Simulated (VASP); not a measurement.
Band structure of WSb (relaxed from the wurtzite structure, space group P6_3mc). Calculation: PBEsol GGA, VASP's PBE PAW potentials (set 64) (plane waves; VASP).

Unless said otherwise, spin-orbit coupling is left out, though it shifts the bands of the heavy elements here.

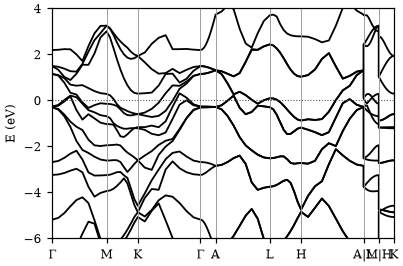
*Bands along high-symmetry lines, zero at the valence-band maximum or, without a gap, the Fermi level*

Question: Read the plot: is there a gap, and where are the band edges?

Answer: It has no gap at this level: it comes out as a metal or semimetal. (Edges off the drawn lines would not show.)

The structure was generated: WSb was put into the wurtzite type (P6_3mc), which need not be its known phase. It was relaxed first, which changed the volume by -53 %.
